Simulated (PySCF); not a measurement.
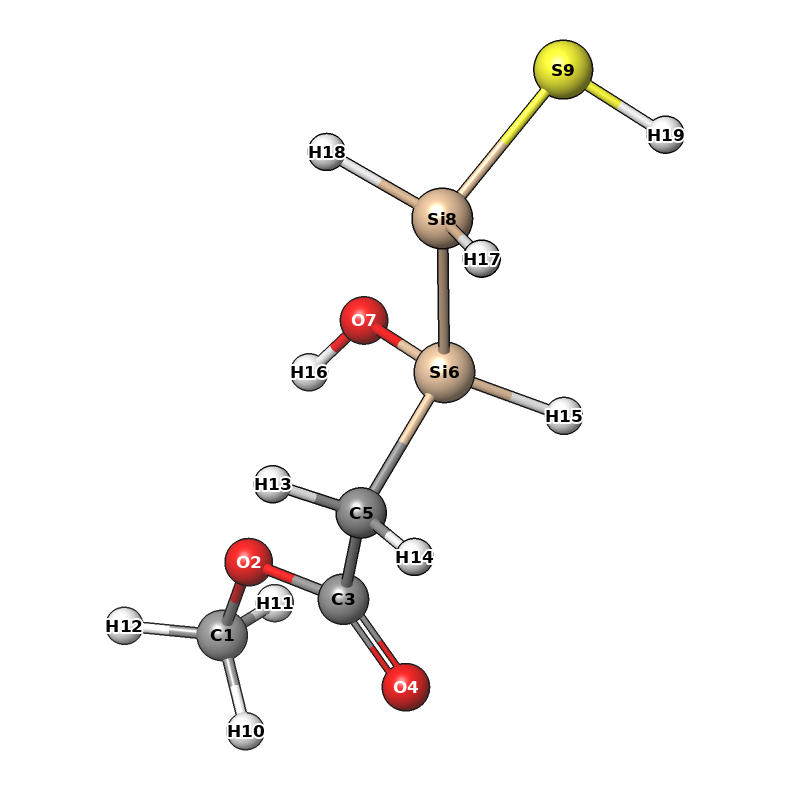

The geometry was computed by an optimisation with GFN2-xTB. No frequency run is at hand to confirm it as a minimum. Electric field gradients from the ground-state density, PBE0/pcSseg-1 (PySCF 2.14.0), non-relativistic apart from any core potentials.

Give the largest field-gradient component, the quadrupole coupling constant and the asymmetry for 17O at O2 (Q = −25.6 mb), 17O at O4 (Q = −25.6 mb), 17O at O7 (Q = −25.6 mb), 33S at S9 (Q = −67.81 mb).

```csv
atom,V_zz (a.u.),e²qQ/h (MHz),η
O2,1.723,−10.36,0.45
O4,−1.585,9.54,0.15
O7,1.508,−9.07,0.44
S9,−2.201,35.1,0.69
```

The geometry is semi-empirical. Around Si such bond lengths and angles can be off by a tenth of an ångström or more and by several degrees, and values that hang on the shape move with them.
